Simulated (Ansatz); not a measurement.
Band structure of PtC (P6_3/mmc, 4 atoms in the cell).

```
CELL_PARAMETERS angstrom
      3.89640     0.00000     0.00000
     -1.94820     3.37438     0.00000
      0.00000     0.00000     5.43063
ATOMIC_POSITIONS crystal
  Pt 0.00000 0.00000 0.00000
  Pt 0.00000 0.00000 0.50000
  C  0.33333 0.66667 0.25000
  C  0.66667 0.33333 0.75000
```

Method: LDA (PW92), default PAW files made with PBE (plane waves; Ansatz, an electronic-structure program).

Settings: basis.ecutwfc = 420 eV; kpoints.mp_grid.grid = 5 5 3; hamiltonian.xc = lda; hamiltonian.pseudopotentials = {kind: paw} (the program's default PAW files); scf.occupations.method = gaussian; scf.occupations.width = 0.272 eV; kpoints.band_path.npoints = 10.

The starting cell was generated: these elements placed on a structure prototype, without a prior relaxation; it need not be a known phase or ordering of this composition. Spin-orbit coupling is off. Spin polarisation is off.

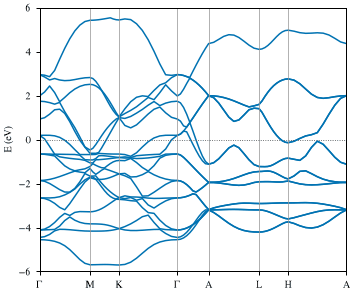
Fig. 1. Bands along the path, energies from the Fermi level.

Levels in eV from the Fermi level, bands 19 to 26:
| point | 19 | 20 | 21 | 22 | 23 | 24 | 25 | 26 |
|---|---|---|---|---|---|---|---|---|
| Γ | -0.66 | -0.66 | 0.19 | 0.19 | 0.93 | 1.74 | 1.98 | 2.95 |
| M | -1.23 | -1.06 | -0.93 | -0.68 | -0.62 | -0.47 | 2.51 | 2.82 |
| K | -0.95 | -0.82 | -0.82 | -0.66 | 1.00 | 1.00 | 1.03 | 1.03 |
| A | -1.95 | -1.95 | -1.12 | -1.12 | 1.99 | 1.99 | 1.99 | 1.99 |
| L | -1.45 | -1.45 | -1.23 | -1.23 | 1.40 | 1.40 | 1.60 | 1.60 |
| H | -1.79 | -1.79 | -0.85 | -0.85 | -0.14 | -0.14 | 2.76 | 2.76 |

Bands cross the Fermi level along this path, so the cell is metallic at this level.

Keys are those of Ansatz 0.2.
